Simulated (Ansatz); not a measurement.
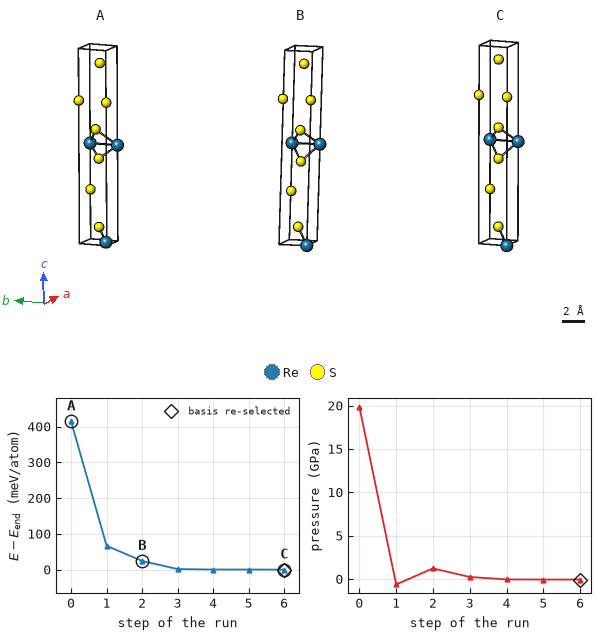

Frames of a relaxation of solid ReS3 (a generated structure, set up in P1) (coarse preliminary run), marked on the history of the run. The picture is a ball-and-stick view of the cell of the calculation, seen from a free direction.

Theory: DFT PBE, scalar-relativistic, plane waves, PAW in Ansatz. Set-up: plane-wave cutoff 420 eV; k-point mesh 8 × 8 × 2; occupations gaussian; smearing width 0.2 eV; no spin polarisation; cell and atoms relaxed; force threshold 0.025 eV/Å; at most 60 steps.

Describe the path.

The atom that moves furthest relative to the cell is a Re atom (0.35 Å along [−1 −2 −1]). Largest moves by element: Re 0.35 Å, S 0.34 Å. The volume changes by +5.9 %, with a 2.800 → 2.840 Å (+1.4 %), b 2.763 → 2.840 Å (+2.8 %), c 18.685 → 18.975 Å (+1.6 %), α 89.4° → 90.0°, β 90.8° → 90.1°, γ 90.8° → 90.0°. Some distances before and after: Re–S 2.094 → 2.500 Å, Re–S 2.883 → 2.499 Å, Re–S 2.854 → 2.500 Å, Re–S 2.227 → 2.499 Å. Bond angles that change, for instance: Re–S–Re 121.9° → 106.9°, Re–S–Re 121.0° → 106.9°, Re–S–Re 93.0° → 106.9°. The space group stays P1 (No. 1). The energy falls by 414 meV per atom in 5 accepted moves (6 points after the start). The largest force component goes from 7.6 to 0.011 eV/Å. The pressure goes from 19.88 to −0.06 GPa. At 1 point the geometry stayed and the basis and grid were re-selected for the new cell (energy shift of 0.3 meV per atom at most each time). Cost: 6.2 min on 1 thread of Arm Neoverse V1 (shared host), peak memory 0.56 GiB. From step 0 to 2: a Re atom moves most (0.32 Å), volume +3.7 %, energy −390 meV per atom. From step 2 to 6: an S atom moves most (0.18 Å), volume +2.1 %, energy −24.2 meV per atom.

```json
{"step": "0", "E − E(0), meV/atom": "0.00", "largest force component, eV/Å": "7.6289", "pressure, GPa": "19.88", "volume, Å³/atom": "18.064", "note": ""}
{"step": "1", "E − E(0), meV/atom": "-347.67", "largest force component, eV/Å": "2.2373", "pressure, GPa": "-0.62", "volume, Å³/atom": "18.892", "note": ""}
{"step": "2", "E − E(0), meV/atom": "-390.07", "largest force component, eV/Å": "0.4009", "pressure, GPa": "1.23", "volume, Å³/atom": "18.735", "note": ""}
{"step": "3", "E − E(0), meV/atom": "-412.79", "largest force component, eV/Å": "0.1239", "pressure, GPa": "0.24", "volume, Å³/atom": "19.448", "note": ""}
{"step": "4", "E − E(0), meV/atom": "-413.98", "largest force component, eV/Å": "0.0332", "pressure, GPa": "-0.04", "volume, Å³/atom": "19.106", "note": ""}
{"step": "5", "E − E(0), meV/atom": "-414.04", "largest force component, eV/Å": "0.0112", "pressure, GPa": "-0.06", "volume, Å³/atom": "19.134", "note": ""}
{"step": "6", "E − E(0), meV/atom": "-414.30", "largest force component, eV/Å": "0.0114", "pressure, GPa": "-0.06", "volume, Å³/atom": "19.134", "note": "same geometry, new basis"}
```
